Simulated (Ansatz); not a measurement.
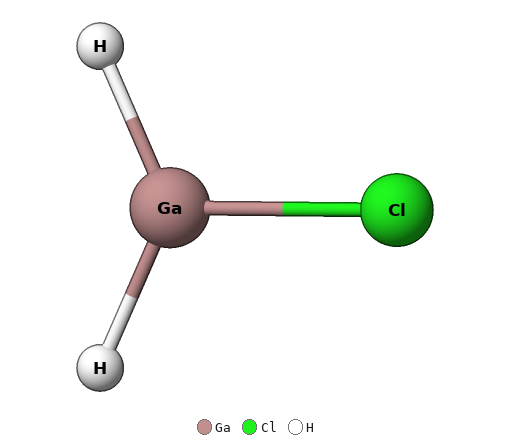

Sticks follow a distance rule. Harmonic vibrations computed with RKS PBE0-D4/def2-TZVP (Ansatz 0.2.0) at a stationary point of the same level.

Minimum or transition state?

Answer. A minimum: no imaginary frequency, and the lowest mode lies at 417 cm⁻¹.

How many vibrational modes are there, and where do they lie?

Answer. 6 modes: 417, 498, 616, 733, 2019, 2030 cm⁻¹.
